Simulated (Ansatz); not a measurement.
# C₂H₆AlNOS: basis-set convergence

How large a basis does C₂H₆AlNOS need? Two functionals are run in growing sets.

Program: Ansatz 0.2.0, Gaussian basis. Level of theory: one geometry, several basis sets. These are calculated values, not measurements.

The runs, in order: PBE0-D4/def2-SVP; ωB97M-V/def2-SVP; PBE0-D4/def2-QZVPP; ωB97M-V/def2-QZVPP; the functionals' def2-TZVPP values are taken from earlier runs.

**1. The geometry**

The geometry comes from an earlier relaxation with PBE0-D4 in a triple-zeta def2 set; it is a stationary point, not always the lowest conformer.

SMILES `[SH][Al]1[CH2]NC[O]1`, 12 atoms, charge 0, spin multiplicity 1.

Atoms are counted from 1 here; the program's logs count them from 0.

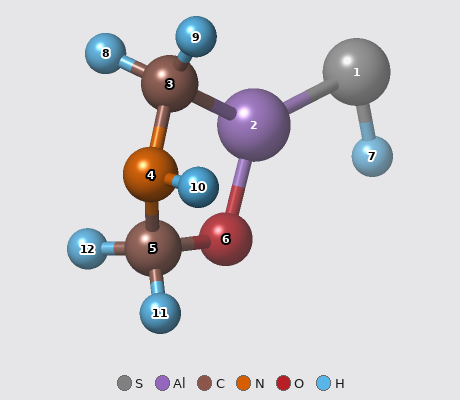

The geometry (sulfur grey, aluminium purple, carbon brown, nitrogen orange, oxygen red, hydrogen blue); atoms are numbered from 1 in the order of the file.

**2. PBE0-D4 in def2-SVP**

Input file in.yaml:

```yaml
crystal:
  periodic: [false, false, false]
  atoms:
    - {symbol: S, position_ang: [0.981818, 3.214448, 0.263862]}
    - {symbol: Al, position_ang: [0.360421, 1.132193, 0.179466]}
    - {symbol: C, position_ang: [0.762616, -0.613155, 0.988084]}
    - {symbol: N, position_ang: [0.105575, -1.467363, -0.027285]}
    - {symbol: C, position_ang: [-1.050669, -0.822689, -0.618151]}
    - {symbol: O, position_ang: [-0.853530, 0.560513, -0.887347]}
    - {symbol: H, position_ang: [0.092624, 3.558136, -0.686178]}
    - {symbol: H, position_ang: [0.295604, -0.772519, 1.966177]}
    - {symbol: H, position_ang: [1.808795, -0.899520, 1.094856]}
    - {symbol: H, position_ang: [0.770647, -1.680929, -0.760432]}
    - {symbol: H, position_ang: [-1.297048, -1.340158, -1.548885]}
    - {symbol: H, position_ang: [-1.899753, -0.924158, 0.069730]}
basis:
  gaussian: {orbitals: def2-SVP}
hamiltonian: {xc: pbe0, dispersion: d4}
output: {orbitals: {seedname: orbitals}}
```

The run is started by

```
> ansatz run in.yaml --threads 4 --pin off --events-out ev --progress --plain --max-ram 10444MiB
```

After this run come: ωB97M-V in def2-SVP; PBE0-D4 in def2-QZVPP; ωB97M-V in def2-QZVPP.

Q: Predict the results of all the runs planned. Wanted: PBE0-D4: double and triple zeta above quadruple; ωB97M-V: double and triple zeta above quadruple.

As calculated:

```
                                       quantity           value
PBE0-D4: double and triple zeta above quadruple  13.55, 0.86 eV
ωB97M-V: double and triple zeta above quadruple  13.69, 0.82 eV
```

For PBE0-D4 the step from double to triple zeta gains 12.69 eV and the next only 0.86 eV. Total energies overstate the basis error of differences, where much of it tends to cancel. The LUMO of ωB97M-V is positive and keeps falling with the basis (1.44 to 0.72 eV): an unbound level that the basis holds in place.
